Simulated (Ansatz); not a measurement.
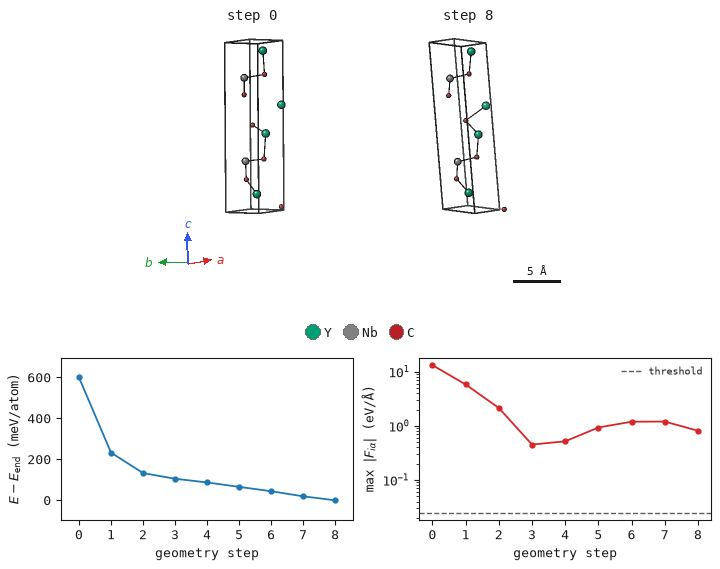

First and last geometry of a relaxation of solid Y₂NbC₃ (a generated structure, set up in P1) (coarse preliminary run), with the history of the run. Style: ball-and-stick. Shown: the cell of the calculation, from a free direction.

These are results of DFT PBE, scalar-relativistic, plane waves, PAW in Ansatz, not measurements. Settings: plane-wave cutoff 420 eV; k-point mesh 6 × 6 × 2; occupations gaussian; smearing width 0.2 eV; no spin polarisation; cell and atoms relaxed; force threshold 0.025 eV/Å; at most 60 steps.

Read the history and describe the run.

The run was cut off at its time limit before the relaxation converged, so the last structure is only a point on the way. The atom that moves furthest relative to the cell is a C atom (0.97 Å roughly along [−1 −3 0]). By element the largest moves are C 0.97 Å, Y 0.72 Å, Nb 0.28 Å. Cell: a 3.739 → 3.704 Å (−0.9 %), b 3.729 → 3.605 Å (−3.3 %), c 18.606 → 18.181 Å (−2.3 %), α 90.3° → 79.0°, β 90.6° → 89.6°, γ 120.3° → 120.8°. Volume −9.3 %. Near-neighbour distances that change, for instance: Y–Y 5.216 → 3.462 Å, C–Y 4.193 → 2.735 Å, C–Y 4.013 → 2.718 Å, C–Y 4.139 → 2.883 Å. New bonds form: C–Y (3.94 → 2.92 Å), C–Y (4.01 → 2.72 Å), C–Y (4.14 → 2.88 Å), C–Y (4.19 → 2.73 Å). Bond angles that change, for instance: Y–C–Y 122.7° → 167.6°, Y–C–Y 129.8° → 90.2°, C–Y–C 129.2° → 167.3°. The space group stays P1 (No. 1). The energy falls by 600 meV per atom in 8 geometry steps. The largest force component goes from 13 to 0.81 eV/Å. Pressure: 2.65 GPa at the start and 0.44 GPa at the end.
